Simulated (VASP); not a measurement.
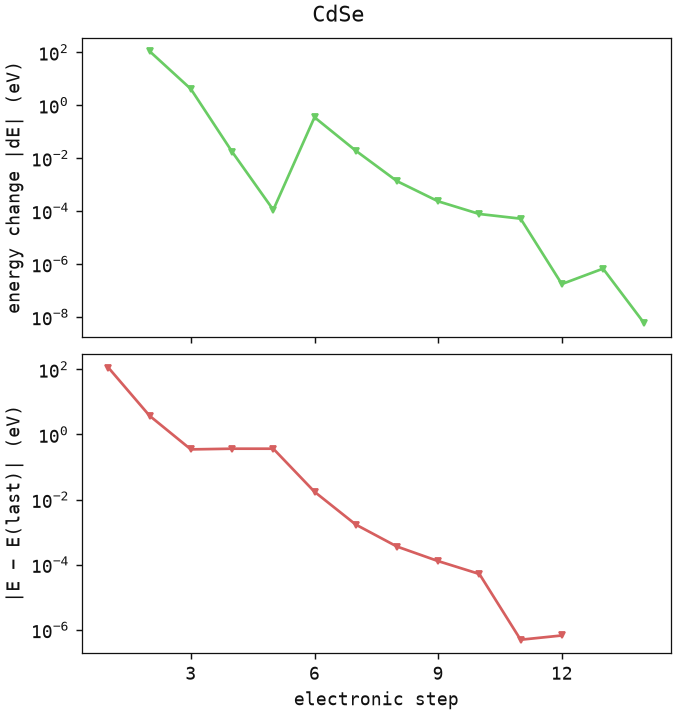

The plot shows the electronic steps of a calculation: energy change |dE|, distance of the free energy from its last value. Energy differences below 3 × 10⁻⁸ eV aren't drawn.

CdSe (2 atoms in the cell), run with VASP.

INCAR
```
ENCUT = 520.000000
SIGMA = 0.020000
EDIFF = 1.00e-07
GGA = PE
PREC = Accurate
IBRION = -1
ISIF = 2
ISMEAR = -1
NBANDS = 16
NELM = 120
NSW = 0
LASPH = .TRUE.
LCHARG = .FALSE.
LWAVE = .FALSE.
LREAL = .FALSE.
LDAU = .TRUE.
LDAUTYPE = 2
LDAUL = 2 -1
LDAUU = 1.0 0
LDAUJ = 0 0
LMAXMIX = 4
```

KPOINTS
```
KPOINTS created by Atomic Simulation Environment
0
Gamma
8 8 8
0 0 0
```

POSCAR
```
Cd Se
 1.0000000000000000
     0.0000000000000000    3.0677809641852400    3.0677809641852400
     3.0677809641852400    0.0000000000000000    3.0677809641852400
     3.0677809641852400    3.0677809641852400    0.0000000000000000
 Cd  Se
   1   1
Cartesian
  0.0000000000000000  0.0000000000000000  0.0000000000000000
  1.5338904820926200  1.5338904820926200  1.5338904820926200
```

Q: How did this run end?

A: It converged, after 14 steps. The energy change falls unevenly and jumps up by a factor of two or more twice on the way down, most sharply at step 6 (by about 3 orders of magnitude). The jump at step 6 comes where the charge density, held fixed for the first 5 steps, starts to be updated.

Q: What is the energy change at the start and at the end?

A: It starts near 100 and ends near 6 × 10⁻⁹ eV.
